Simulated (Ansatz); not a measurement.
**From C to Ge: the HOMO–LUMO gap**

One atom is swapped for its congeners: C2H3ClF2 (1-chloro-1,1-difluoroethane) `CC(F)(F)Cl`; Si(CH3)ClF2; Ge(CH3)ClF2. All are singlets with charge 0.

Shapes, held fixed at every level: PBE0-D4/def2-TZVP. Programs: Ansatz 0.2.0. Values in eV.

```csv
level,C2H3ClF2,Si(CH3)ClF2,Ge(CH3)ClF2
SPW92/def2-TZVPP,7.05,8.14,6.54
PBE-D4/def2-TZVPP,7.15,8.20,6.70
r2SCAN-D4/def2-TZVPP,7.79,9.26,7.46
B3LYP-D4/def2-TZVPP,9.20,9.91,8.58
BHLYP-D4/def2-TZVPP,12.38,12.49,11.53
wB97M-V/def2-TZVPP,14.39,14.31,13.47
```

At wB97M-V/def2-TZVPP the HOMO–LUMO gap falls at every step, from 14.39 to 13.47 eV. 1 of 6 levels show this order throughout; 1 agree on the largest and the smallest. Relativity is left out for Ge unless named. Orbital gaps aren't excitation energies, and the LUMO depends on the basis.

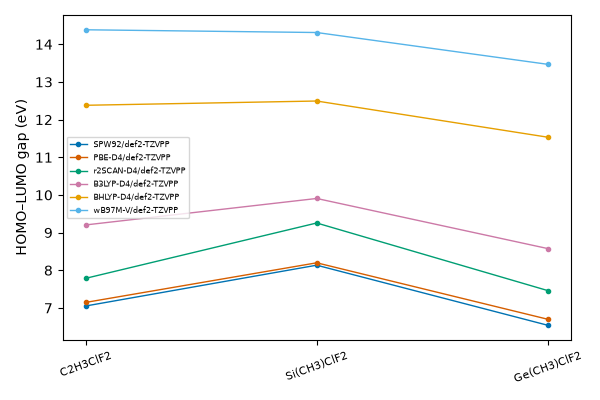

The trend along the series, level by level.
